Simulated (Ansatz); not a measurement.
# GeH₄···H₂O: what the fields show

The calculation's input:

```
crystal:
  periodic: [false, false, false]
  atoms:
    - { symbol: Ge, position_ang: [0.276385, 0.043027, -0.121784] }
    - { symbol: H, position_ang: [0.109961, -0.060896, 1.413546] }
    - { symbol: H, position_ang: [1.790258, -0.009018, -0.417561] }
    - { symbol: H, position_ang: [-0.304329, 1.364057, -0.632611] }
    - { symbol: H, position_ang: [-0.397191, -1.166077, -0.785764] }
    - { symbol: O, position_ang: [-2.481067, 0.070158, 0.993497] }
    - { symbol: H, position_ang: [-2.718761, -0.846272, 0.805626] }
    - { symbol: H, position_ang: [-1.741255, -0.024679, 1.63155] }
basis:
  gaussian: { orbitals: def2-SVP }
hamiltonian:
  xc: pbe0
  dispersion: d4
relax:
  f_tol: 0.03
  max_steps: 50
output:
  orbitals: {}
```

Launched as:

```sh
ansatz run input.yaml --threads 1 --pin off --max-ram 2048MiB --backend cpu --events-out ev --progress --plain --runs-dir out
```

The fields are those of the run's last geometry, not of the input's.

Computed with RKS PBE0-D4/def2-SVP in Ansatz 0.2.0.

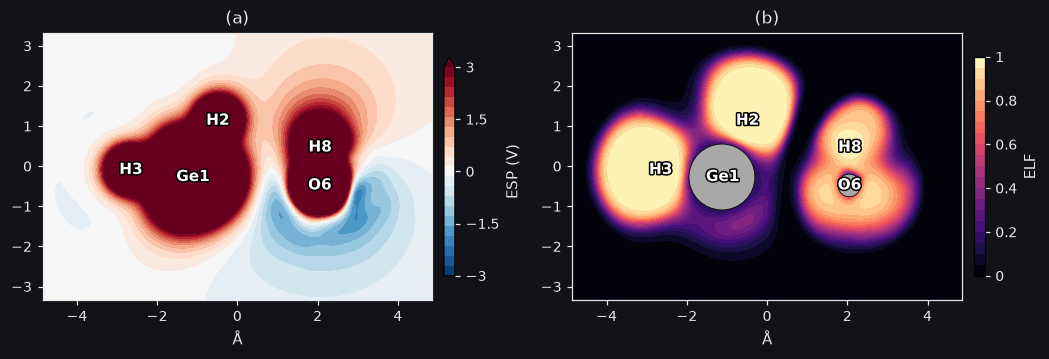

Figure 1. (a) electrostatic potential; (b) electron localisation function on the plane of atoms H2, Ge1 and H3. Grey discs cover the atomic cores in the ELF map.

> What does the map show?

The plane passes through Ge, H and O nuclei. Ge1···O6 (3.18 Å): the ELF dips to about 0.05 between them. O–H (0.96 Å): the ELF climbs to about 1 towards the hydrogen, as it does in any bond to H (an ordinary covalent bond to hydrogen). Ge–H (1.54 Å): the ELF climbs to about 1 towards the hydrogen. The ELF also peaks beside O6, away from the bonds: lone-pair regions. Outside the dense part of the complex the potential is most negative (−1.9 V) near O6.

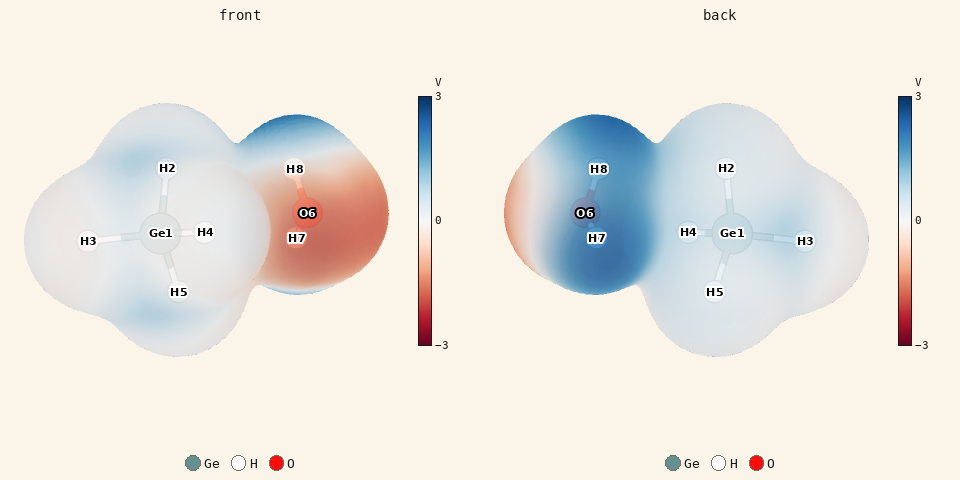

Figure 2. The molecular electrostatic potential painted on the density surface at 0.002 e/bohr³, seen from the front and from behind; red is negative and blue positive.

> Which sites attract a positive test charge, and which a negative one?

A positive charge is drawn to the negative regions and a negative charge to the positive ones. The most negative region (about −1.7 V) lies over O6, the most positive (about +2.3 V) over H7 and H8. O6 is the likeliest acceptor of a hydrogen bond.

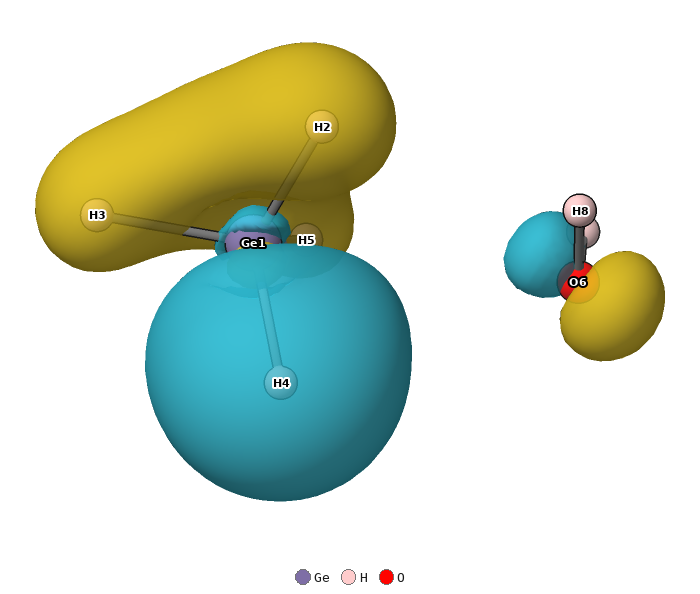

Figure 3. The HOMO−1 at ±0.1 Å⁻³ᐟ² (yellow and cyan are the two phases), seen from one side.

> What is the character of this orbital?

It lies mainly on Ge1 (about 45 %), H4 (about 35 %) and H2 (about 10 %). Its energy is −9.45 eV.
